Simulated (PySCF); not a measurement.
**CH$_{6}$Ge, SMILES `C[GeH3]`: what the electrons do**

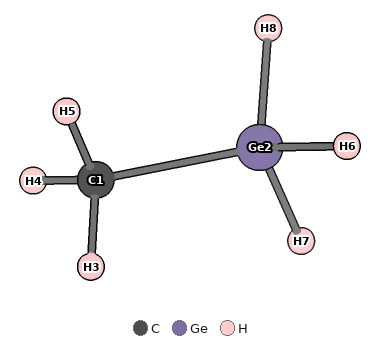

The molecule, with its atoms numbered as below. No frequency check shows the geometry to be a minimum.

Geometry (Å), atoms numbered from 1:

```
C1      -1.5689    0.0002    0.0000
Ge2      0.3897   -0.0001   -0.0001
H3      -1.9547   -0.5836    0.8320
H4      -1.9546   -0.4284   -0.9220
H5      -1.9543    1.0130    0.0894
H6       0.9345    0.5884    1.2607
H7       0.9341   -1.3865   -0.1207
H8       0.9378    0.8007   -1.1355
```

Part 1: Bonding charge

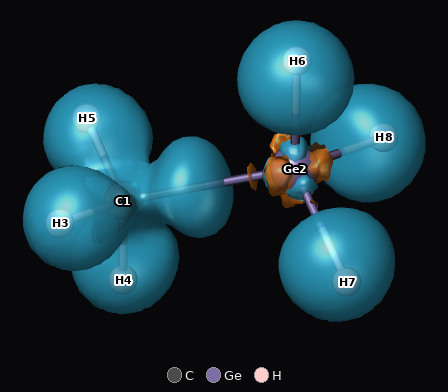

Deformation density (molecule less spherical, spin-averaged free atoms at the same positions), surfaces at ±0.1 e/Å³; light blue: gain, orange: loss.

PySCF calculation, ωB97X/def2-TZVP, gas phase; geometry: GFN2-xTB.

> Describe the bonding that the map shows.

C1–H3, C1–H5 and C1–H4: +0.71 e/Å³ at the bond critical point (bond length 1.09 Å, Mayer order 1.0). Ge2–H8, Ge2–H7 and Ge2–H6: +0.28 e/Å³ at the bond critical point (bond length 1.49 Å, Mayer order 1.0). C1–Ge2: +0.21 e/Å³ at the bond critical point (bond length 1.96 Å, Mayer order 1.0). In all, 1.8 electrons gather in the regions of gain relative to the promolecule.

Part 2: Bond critical points

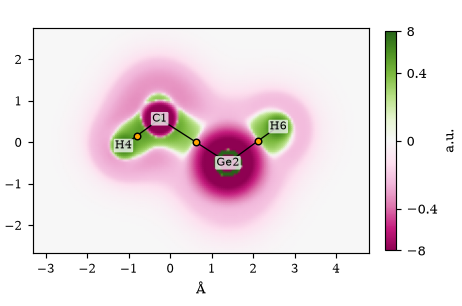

Negative Laplacian of the density (−∇²ρ) in the plane of C1, Ge2, H4 and H6 (green positive, pink negative, colour scale in a.u., logarithmic beyond ±0.04), with bond paths and bond critical points (dots).

> At which bond critical points in this plane is charge locally concentrated, and at which depleted?

Concentrated (∇²ρ < 0): C1–H4 (−0.93 a.u.). Depleted (∇²ρ > 0): Ge2–H6 (+0.10 a.u., H = −0.086); C1–Ge2 (+0.09 a.u., H = −0.065). A positive Laplacian with clearly negative H marks a strongly polar covalent bond, whose critical point lies close to the core of the less electronegative atom.

> Where along C1–H4 does the critical point lie?

0.69 Å from C1 and 0.40 Å from H4.

Part 3: Electrostatic potential

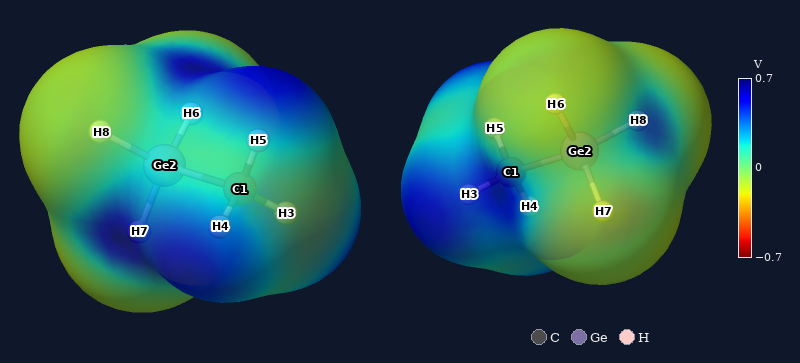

Electrostatic potential on the surface of electron density 0.001 a.u. (back view left, front view right).

> Where are the extremes of the potential on the surface?

Highest: 0.64 V, 1.9 Å from H3, and at like points elsewhere. Lowest: −0.15 V, 1.6 Å from H6, and at like points elsewhere. The surface is sampled at points, so like sites can differ by a few per cent and only the strongest of them is named.

> What volume does the surface enclose, and what is the dipole moment?

About 88 Å³; the dipole moment is 0.7 D.

Part 4: In an electric field

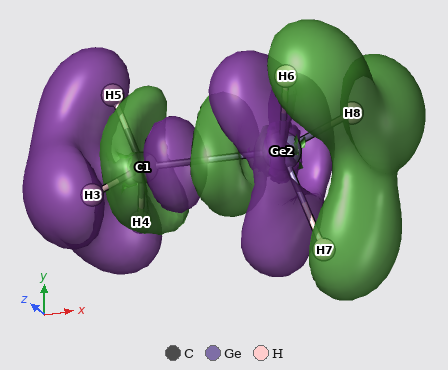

Change of the electron density in a uniform field of 0.21 V/Å, surfaces at ±0.0015 e/Å³ (purple: gain, green: loss).

Level of theory: ωB97X/def2-TZVP (PySCF), at a geometry from GFN2-xTB. A basis without diffuse functions makes polarisabilities too small.

> Along which Cartesian direction does the field point?

Along +x: electrons gather on the −x side, against the field.

> What dipole is induced, and what polarisability does it imply?

The induced dipole is 0.50 D (along the field); α along this axis, from the fields in both directions, is 49 bohr³ (7.3 Å³).

> Which atoms gain and lose the most charge?

Electrons gather most on C1 (Hirshfeld charge changes by −0.006 e) and leave Ge2 most (+0.006 e); 0.044 electrons are displaced in all.

Part 5: Removing or adding an electron

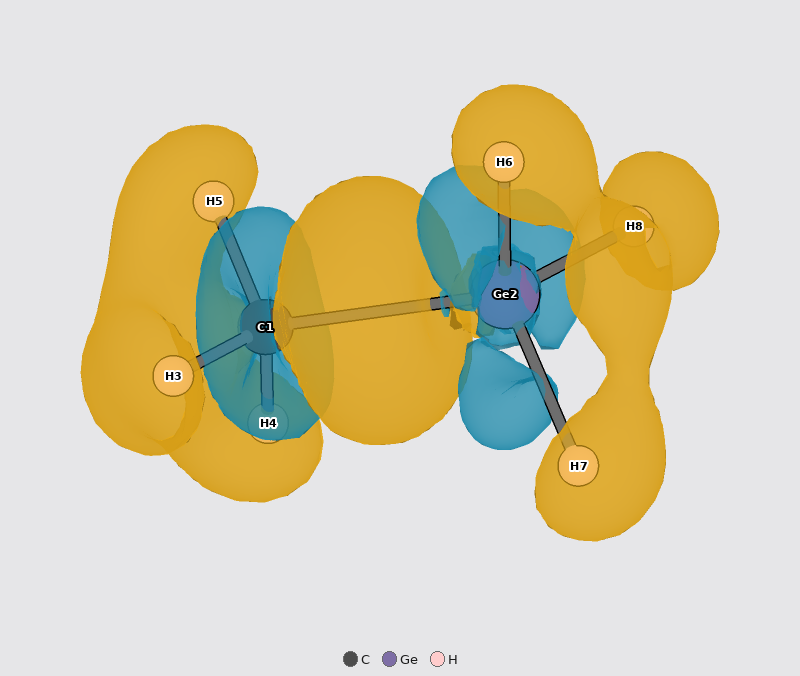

Fukui function f⁻ = ρ(N) − ρ(N−1) at fixed geometry, surfaces at ±0.03 e/Å³ (yellow positive, teal negative).

Method: ωB97X/def2-TZVP; geometry: GFN2-xTB; program: PySCF.

> Which atoms respond most to the removal of an electron?

f⁻ (Hirshfeld-condensed) is largest on Ge2 (0.24) and C1 (0.23); the vertical ionisation energy is 11.34 eV. Condensed values hint at sites of electrophilic attack but needn't mark the atom that reacts. Shares this close don't rank the sites. Orbital relaxation makes it negative in places (0.20 e in all).

The PySCF runs shown took 12 s, 25 s and 120 s on 1 thread of Arm Neoverse V1, with other jobs on the host.
